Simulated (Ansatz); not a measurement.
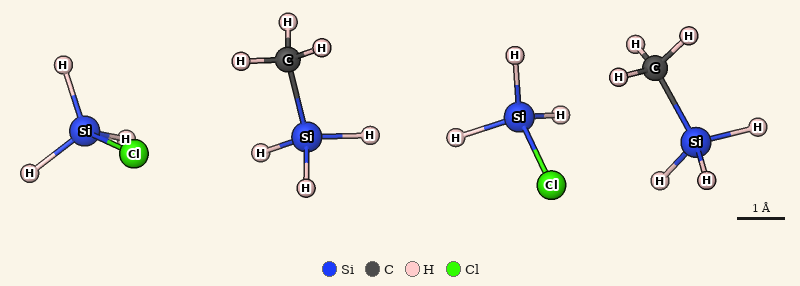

Two geometries of CH9ClSi2, drawn at one scale. One is the start of a relaxation, the other its converged end. The picture is a ball-and-stick view, seen at a tilt.

These are results of RKS PBE/def2-SVP (Ansatz 0.2.0), not measurements. Set-up: no spin polarisation; force threshold 0.03 eV/Å; at most 50 steps.

> Which one is relaxed?

The left one is the relaxed one. The run prepares an end point of a later path (reaction) calculation, from a guessed geometry. The energy falls by 0.203 eV in 21 accepted moves (22 points after the start). The largest force component goes from 0.6 to 0.027 eV/Å. The line search rejected the trial step at point 3 of the run. The forces were under the threshold at step 20, but the run went on from there. An H atom moves most after the best rigid fit: 1.35 Å. Largest moves by element: H 1.35 Å, Si 0.82 Å, Cl 0.81 Å, C 0.78 Å. Among the contacts that change: Cl–Si 2.115 → 2.089 Å, C–Si 1.878 → 1.892 Å, H–Si 1.493 → 1.499 Å, C–H 1.103 → 1.109 Å. Bond angles that change, for instance: H–Si–Cl 106.0° → 108.5°, H–C–H 110.8° → 108.5°, Si–C–H 113.1° → 110.9°.

Limits of the set-up: the start holds two separate molecules, 2.4 Å apart at their closest, whose relative position is a soft coordinate and is computed without a dispersion correction.
